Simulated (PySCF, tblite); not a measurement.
# C₇H₉BO₂: geometry, infrared bands and NMR shifts

Aim: predict the infrared bands and NMR shifts of C₇H₉BO₂ (`CC#CC#CB(O)OCC`).

Computed with tblite 0.8.0 and PySCF 2.14.0, with density-fitted response routines of our own, on a single molecule in the gas phase. Atoms are numbered from 0 throughout.

## Step 1: The molecule as given

19 atoms, charge 0, multiplicity 1; geometry from: force field or distance geometry start.

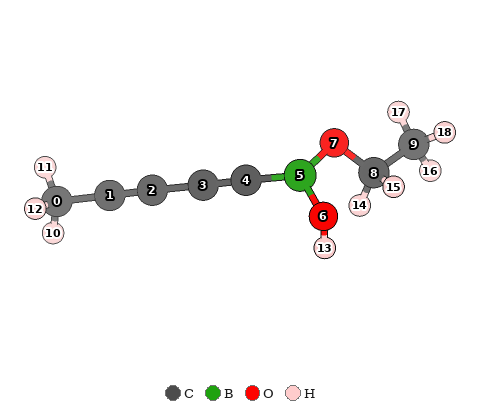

As it starts; carbon dark grey, boron green, oxygen red, hydrogen pink, atoms numbered.

## Step 2: Relaxing the molecule with GFN2-xTB

Job settings and geometry (Å):

```
{"job": {"kind": "relax", "xc": "GFN2-xTB", "basis": "xTB"}, "charge": 0, "multiplicity": 1}
C      5.501100    -0.940100    -0.280300
C      4.090800    -0.492500    -0.213900
C      2.955300    -0.119800    -0.150000
C      1.601500     0.361900    -0.107400
C      0.460300     0.772700    -0.053600
B     -0.979000     1.329500    -0.023000
O     -1.531700     2.036800    -1.179100
O     -1.941900     0.643400     0.825600
C     -2.959900     0.190600    -0.004000
C     -4.070400    -0.552600     0.725800
H      5.635200    -1.711600    -1.082800
H      5.757800    -1.433800     0.668000
H      6.096200    -0.031400    -0.480900
H     -1.529100     1.497900    -1.998100
H     -2.545100    -0.429800    -0.830900
H     -3.451900     1.100600    -0.446600
H     -4.483700    -1.322300     0.036300
H     -3.715000    -1.044300     1.630700
H     -4.900400     0.153900     0.971700
```

The run is started by

```bash
OMP_NUM_THREADS=1 python probes_run.py task.json out
```

This one command runs all jobs of the session in turn.

What it wrote:

```text
step      E/eV     max force
  0    -784.88445    3.705
  1    -785.00406    5.741
  2    -785.32664    1.346
  3    -785.41456    1.101
  4    -785.49458    1.389
  5    -785.50949    2.059
  6    -785.55286    0.455
  7    -785.58408    0.622
  8    -785.63438    1.132
  9    -785.66885    0.872
 10    -785.70647    0.612
 11    -785.73837    0.616
 12    -785.76953    0.760
 13    -785.80192    0.550
 14    -785.83525    0.480
 15    -785.86415    0.438
 16    -785.88876    0.454
 17    -785.91392    0.453
 18    -785.94049    0.553
 19    -785.97516    0.528
 20    -786.01321    0.669
 21    -786.05929    0.603
 22    -786.09493    1.064
 23    -786.13568    1.007
 24    -786.16428    1.144
 25    -786.21582    0.627
 26    -786.26451    0.481
 27    -786.30848    0.957
 28    -786.32905    0.637
 29    -786.35466    0.569
 30    -786.37500    0.349
 31    -786.38537    0.254
 32    -786.39062    0.211
 33    -786.39483    0.154
 34    -786.39902    0.166
 35    -786.40168    0.150
 36    -786.40338    0.114
 37    -786.40458    0.085
 38    -786.40590    0.138
 39    -786.40779    0.182
 40    -786.40959    0.145
 41    -786.41097    0.097
 42    -786.41198    0.095
 43    -786.41318    0.142
 44    -786.41502    0.180
 45    -786.41749    0.155
 46    -786.42017    0.139
 47    -786.42285    0.159
 48    -786.42605    0.199
 49    -786.43045    0.249
 50    -786.43575    0.212
 51    -786.44098    0.247
 52    -786.44547    0.234
 53    -786.44935    0.210
 54    -786.45425    0.192
 55    -786.46110    0.231
 56    -786.45426    0.663
 57    -786.47231    0.204
 58    -786.47751    0.181
 59    -786.48637    0.505
 60    -786.49458    0.180
 61    -786.50001    0.197
 62    -786.50711    0.561
 63    -786.51613    0.217
 64    -786.51952    0.170
 65    -786.52259    0.406
 66    -786.52695    0.166
 67    -786.52968    0.115
 68    -786.53475    0.176
 69    -786.53646    0.103
 70    -786.53838    0.104
 71    -786.54049    0.121
 72    -786.54215    0.137
 73    -786.54362    0.104
 74    -786.54498    0.127
 75    -786.54634    0.182
 76    -786.54759    0.155
 77    -786.54885    0.095
 78    -786.54991    0.111
 79    -786.55127    0.110
 80    -786.55197    0.153
 81    -786.55300    0.059
 82    -786.55340    0.058
 83    -786.55422    0.063
 84    -786.55453    0.059
 85    -786.55487    0.033
 86    -786.55500    0.032
 87    -786.55514    0.030
 88    -786.55527    0.029
 89    -786.55536    0.022
 90    -786.55541    0.017
 91    -786.55545    0.013
 92    -786.55549    0.020
 93    -786.55553    0.018
 94    -786.55557    0.014
 95    -786.55560    0.013
 96    -786.55562    0.010
```

It took 0.76 s on 1 thread of Arm Neoverse V1, shared host.

Step by step: (not every step is listed)

```csv
step,energy from step 0 (eV),largest force (eV/Å)
0,0.0000,3.7048
1,-0.1196,5.7408
2,-0.4422,1.3459
3,-0.5301,1.1009
4,-0.6101,1.3890
5,-0.6250,2.0590
6,-0.6684,0.4549
7,-0.6996,0.6216
8,-0.7499,1.1323
16,-1.0043,0.4538
24,-1.2798,1.1443
32,-1.5062,0.2111
40,-1.5251,0.1449
48,-1.5416,0.1995
56,-1.5698,0.6631
64,-1.6351,0.1695
72,-1.6577,0.1374
80,-1.6675,0.1528
88,-1.6708,0.0288
91,-1.6710,0.0134
92,-1.6710,0.0203
93,-1.6711,0.0182
94,-1.6711,0.0144
95,-1.6712,0.0127
96,-1.6712,0.0100
```

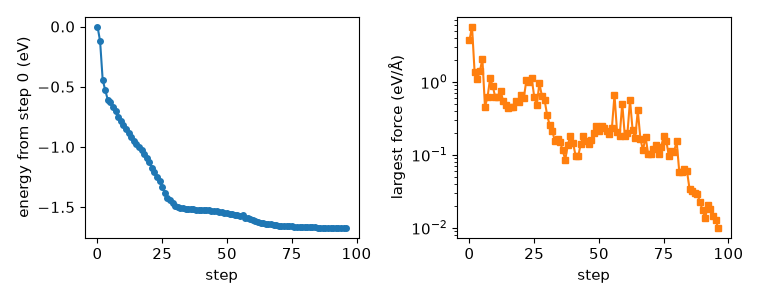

Energy and force, step by step.

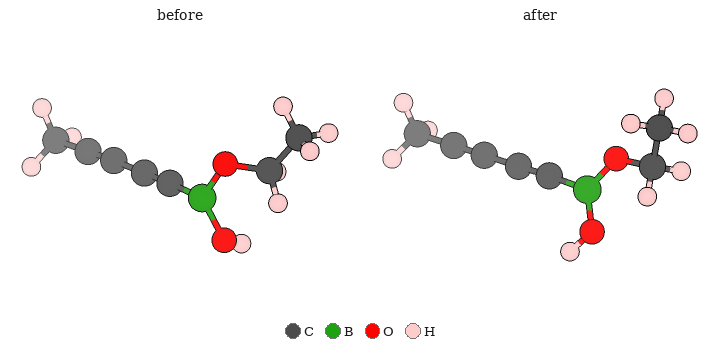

The geometry before (left) and after (right).

Close pairs (by a distance rule), those that changed most:

```csv
bond,before (Å),after (Å),change (Å)
B5–O7,1.455,1.346,-0.109
B5–O6,1.464,1.370,-0.094
C2–C3,1.438,1.358,-0.080
C0–C1,1.481,1.441,-0.040
C0–H10,1.121,1.091,-0.031
C9–H18,1.117,1.087,-0.030
C8–H15,1.125,1.095,-0.030
C9–H16,1.113,1.087,-0.026
```

The end geometry stands in the next job.

## Step 3: Harmonic vibrations with GFN2-xTB

Job settings and geometry (Å):

```
{"job": {"kind": "ir", "xc": "GFN2-xTB", "basis": "xTB"}, "charge": 0, "multiplicity": 1}
C      5.515172    -0.746510    -0.041172
C      4.112675    -0.441999    -0.175382
C      2.937412    -0.187038    -0.285449
C      1.616444     0.100635    -0.411227
C      0.433860     0.348402    -0.521064
B     -1.042947     0.715263    -0.677881
O     -1.439207     1.886306    -1.268168
O     -1.950377    -0.159361    -0.205256
C     -3.344312     0.059066    -0.265505
C     -3.998379    -0.450550     1.012121
H      5.811289    -1.480552    -0.791609
H      5.716026    -1.155184     0.949954
H      6.109896     0.157421    -0.178574
H     -0.731752     2.453996    -1.566617
H     -3.735681    -0.487799    -1.132888
H     -3.551760     1.125100    -0.406826
H     -5.075181    -0.315594     0.954882
H     -3.777186    -1.506147     1.146570
H     -3.615798     0.093797     1.871793
```

What it wrote:

```text
mode    cm-1     km/mol
  1     -16.1      0.57
  2      31.5      0.02
  3      38.7      0.82
  4      52.1      2.35
  5     110.7      0.19
  6     126.9      0.44
  7     178.0      3.65
  8     200.3      2.03
  9     238.6      5.59
 10     269.6      0.20
 11     284.3      0.11
 12     325.9      2.18
 13     359.4      4.90
 14     404.9      0.28
 15     415.1      0.35
 16     449.0      8.87
 17     514.1     62.59
 18     563.1    152.08
 19     631.5      6.05
 20     812.4     10.61
 21     832.7      7.46
 22     913.3    131.61
 23     971.6     78.05
 24    1018.1     11.45
 25    1021.1      9.64
 26    1084.3     11.34
 27    1106.8      2.43
 28    1142.3     72.93
 29    1164.3    310.44
 30    1251.3    109.67
 31    1273.4    253.90
 32    1310.8    542.65
 33    1345.0     66.81
 34    1390.8     21.76
 35    1399.3      1.65
 36    1449.4      5.98
 37    1449.6      5.65
 38    1475.4      0.82
 39    1478.5      2.49
 40    1496.6      2.71
 41    2262.1     59.16
 42    2347.1    173.24
 43    2896.5     55.69
 44    2932.9     40.13
 45    2991.3     22.56
 46    2991.7     21.40
 47    3000.9     40.73
 48    3043.2     31.41
 49    3044.1     35.90
 50    3049.4     24.56
 51    3665.4     12.37
```

Wall time 0.75 s (1 thread of Arm Neoverse V1, shared host).

Which atoms move in the most intense modes:

```csv
cm⁻¹,km/mol,atoms
563,152.1,"B5 66 %, C4 11 %"
913,131.6,"H13 26 %, H16 13 %"
972,78.0,"H13 47 %, O7 16 %, H16 13 %, C9 10 %"
1164,310.4,"B5 30 %, C8 12 %"
1251,109.7,"H14 36 %, H15 24 %, B5 10 %"
1273,253.9,"B5 30 %, O7 17 %, H15 14 %"
1311,542.6,"B5 27 %, C4 11 %, C1 11 %"
2347,173.2,"C2 47 %, C1 42 %"
```

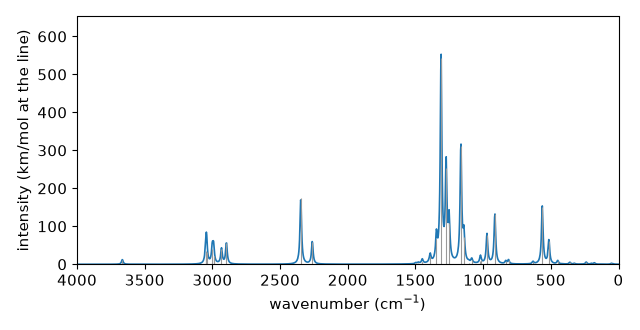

The infrared spectrum from these modes, unscaled. Lines are broadened to a width of 14 cm⁻¹ (Lorentzian).

## Step 4: Shielding tensors: PBE0/pcSseg-1

Settings changed since step 3:

```diff
@@ -1,2 +1,2 @@
-{"job": {"kind": "ir", "xc": "GFN2-xTB", "basis": "xTB"}, "charge": 0, "multiplicity": 1}
+{"job": {"kind": "nmr", "xc": "PBE0", "basis": "pcSseg-1"}, "charge": 0, "multiplicity": 1}
 C      5.515172    -0.746510    -0.041172
```

Level: GIAO PBE0/pcSseg-1 NMR shielding, non-relativistic, gas phase.

What it wrote:

```text
coarse grid: 16440 points
cycle   1  E = -446.6609198294  dE =  1.502e+00  |g| = 8.609e-01  |ddm| = 4.412e+00
cycle   2  E = -446.5389896735  dE =  1.219e-01  |g| = 1.188e+00  |ddm| = 1.730e+00
cycle   3  E = -446.7970720595  dE = -2.581e-01  |g| = 1.744e-01  |ddm| = 1.204e+00
cycle   4  E = -446.8024469920  dE = -5.375e-03  |g| = 1.002e-01  |ddm| = 2.470e-01
cycle   5  E = -446.8050118891  dE = -2.565e-03  |g| = 2.734e-02  |ddm| = 9.918e-02
cycle   6  E = -446.8051966046  dE = -1.847e-04  |g| = 5.826e-03  |ddm| = 2.293e-02
cycle   7  E = -446.8052027928  dE = -6.188e-06  |g| = 2.269e-03  |ddm| = 5.647e-03
final grid: 160432 points
cycle   8  E = -446.8854858523  dE = -3.822e-05  |g| = 1.228e-02  |ddm| = 1.125e-01
cycle   9  E = -446.8854557789  dE =  3.007e-05  |g| = 1.803e-02  |ddm| = 1.951e-02
cycle  10  E = -446.8855138986  dE = -5.812e-05  |g| = 1.952e-03  |ddm| = 1.089e-02
cycle  11  E = -446.8855147099  dE = -8.113e-07  |g| = 5.278e-04  |ddm| = 1.656e-03
cycle  12  E = -446.8855147627  dE = -5.278e-08  |g| = 2.253e-04  |ddm| = 5.609e-04
cycle  13  E = -446.8855147738  dE = -1.112e-08  |g| = 6.930e-05  |ddm| = 2.138e-04
cycle  14  E = -446.8855147748  dE = -9.791e-10  |g| = 1.738e-05  |ddm| = 6.511e-05
converged SCF energy = -446.8855147748

GIAO shielding tensors (ppm)
atom      isotropic    diamagn.    paramagn.     s11        s22        s33       span
  0 C      181.281     256.699     -75.417    172.346    172.775    198.723     26.377
  1 C      103.725     275.077    -171.352     10.447     18.077    282.652    272.205
  2 C      113.998     247.016    -133.018     34.216     35.091    272.686    238.470
  3 C       95.565     256.988    -161.424      9.638     18.834    258.221    248.583
  4 C      105.366     268.621    -163.255      6.559     20.053    289.487    282.928
  5 B       82.648     200.059    -117.411     67.855     85.514     94.575     26.720
  6 O      203.595     387.405    -183.809     72.218    259.070    279.498    207.281
  7 O      194.496     402.950    -208.455     60.234    216.696    306.557    246.323
  8 C      124.839     239.225    -114.385     92.801    115.364    166.353     73.552
  9 C      167.387     245.879     -78.492    150.449    166.170    185.544     35.095
 10 H       29.571      28.561       1.010     24.470     27.742     36.501     12.031
 11 H       29.559      30.262      -0.703     24.399     27.780     36.498     12.099
 12 H       29.575      27.731       1.844     24.388     27.813     36.525     12.137
 13 H       27.336      33.098      -5.762     21.862     24.627     35.519     13.657
 14 H       27.784      27.683       0.101     22.611     27.698     33.043     10.431
 15 H       27.046      28.339      -1.293     21.455     29.253     30.429      8.974
 16 H       30.744      24.800       5.943     26.738     27.764     37.728     10.990
 17 H       30.088      29.228       0.860     26.443     28.410     35.410      8.967
 18 H       30.456      29.762       0.693     26.819     29.036     35.512      8.693
```

It took 47 s on 1 thread of Arm Neoverse V1, shared host; peak memory 0.88 GiB.

Shifts follow as δ = σ(reference) − σ, with reference shieldings (ppm) from runs at the same level and on the same kind of geometry: 1H TMS 31.72, 13C TMS 186.9, 17O H2O 336.1, 11B BF3·OEt2 100.1. The references are single molecules in the gas phase, so shifts against H2O, NH3, PH3, H3PO4 or CFCl3 are not on the usual liquid scales and can be off by tens of ppm. Atoms listed in one row are averaged.

```csv
atoms,environment,σ (ppm),δ (ppm),δ scaled to CDCl3
C3,alkyne carbon,95.6,91.4,87.3
C1,alkyne carbon,103.7,83.2,79.3
C4,alkyne carbon,105.4,81.6,77.7
C2,alkyne carbon,114.0,72.9,69.3
C8,sp3 CH2 bonded to O,124.8,62.1,58.7
C9,methyl carbon,167.4,19.5,17.2
C0,propargylic methyl carbon,181.3,5.6,3.6
H13,hydrogen on an oxygen bonded to B,27.34,4.38,–
"H14, H15",hydrogen on an sp3 CH2 bonded to O,27.42,4.30,4.16
"H10, H11, H12",hydrogen on a propargylic methyl carbon,29.57,2.15,2.13
"H16, H17, H18",hydrogen on a methyl carbon,30.43,1.29,1.32
B5,"boron bonded to C, 2 O",82.6,17.4,–
O7,"oxygen bonded to C, B",194.5,141.6,–
O6,"oxygen bonded to B, H",203.6,132.5,–
```

The scaled column applies a straight-line fit of computed shieldings to shifts measured in CDCl3 (root-mean-square error 0.16 ppm for H, 1.9 ppm for C).

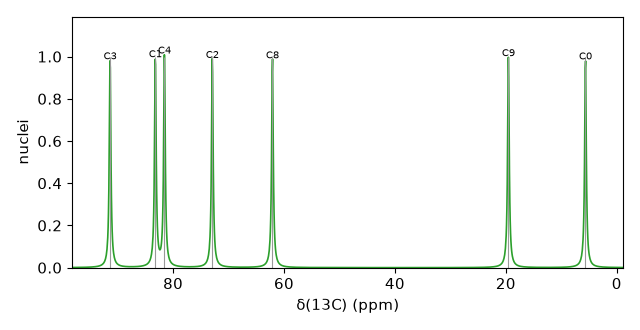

13C lines at the computed shifts, without couplings. Lines are broadened to a width of 0.34 ppm (Lorentzian).

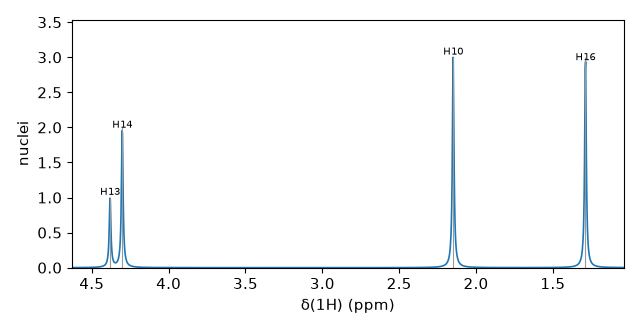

1H lines at the computed shifts, without couplings. Lines are broadened to a width of 0.01 ppm (Lorentzian).

Charges from the same density, by scheme (e):

```csv
atoms,Mulliken,IAO,Hirshfeld,ESP fit
C0,-0.21,-0.44,-0.09,-0.58
C1,-0.42,0.01,-0.01,0.35
C2,0.09,-0.08,-0.06,-0.57
C3,0.12,-0.02,-0.04,0.57
C4,-0.24,-0.17,-0.12,-0.79
B5,0.55,0.47,0.24,0.97
O6,-0.42,-0.55,-0.25,-0.78
O7,-0.49,-0.39,-0.17,-0.47
C8,0.02,-0.04,0.02,0.31
C9,-0.28,-0.42,-0.12,-0.35
```

ESP fit charges:

C0 -0.58; C1 0.35; C2 -0.57; C3 0.57; C4 -0.79; B5 0.97; O6 -0.78; O7 -0.47; C8 0.31; C9 -0.35; H10 0.19; H11 0.20; H12 0.19; H13 0.46; H14 0.00; H15 0.02; H16 0.08; H17 0.10; H18 0.10

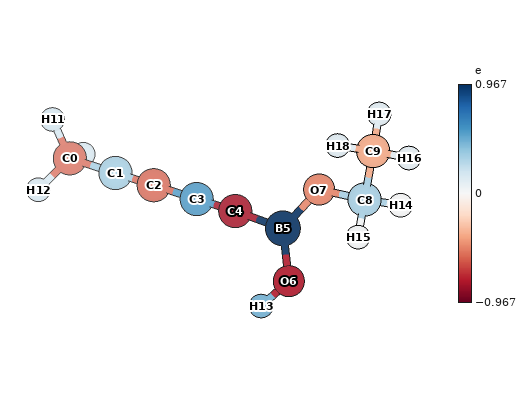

ESP fit charges, as colours on the atoms.

Mayer bond orders: C0–C1 1.28, C1–C2 2.06, C2–C3 0.94, C3–C4 2.30, C4–B5 0.96, B5–O6 1.20, B5–O7 1.24, O7–C8 0.86, C8–C9 1.07.

## Step 5: Results

| quantity | value |
| --- | --- |
| strongest single infrared mode (GFN2-xTB) | 1311 cm⁻¹, 543 km/mol |
| zero-point energy (GFN2-xTB) | 89.8 kcal/mol |
| 13C shifts against TMS (PBE0/pcSseg-1) | 91.4, 83.2, 81.6, 72.9, 62.1, 19.5, 5.6 ppm |
| 1H shifts against TMS (PBE0/pcSseg-1, means over atoms taken as alike) | 4.38, 4.30, 2.15, 1.29 ppm |
| 11B shifts against BF3·OEt2 (PBE0/pcSseg-1) | 17.4 ppm |
| 17O shifts against H2O (PBE0/pcSseg-1) | 141.6, 132.5 ppm |

What this shows: The optimisation took 96 steps and gained 1.671 eV; among the close pairs (by a distance rule), B5–O7 changed most, from 1.455 to 1.346 Å. The lowest mode is slightly imaginary (16i cm⁻¹), a soft motion within the noise of the Hessian, so the minimum is not strictly shown. The strongest single mode, at 1311 cm⁻¹, has its largest shares on B5, C4 and C1 (the list is cut at 3 atoms). GFN2-xTB is a fitted tight-binding method: band positions and strengths are rough. Its intensities can rank the bands wrongly.
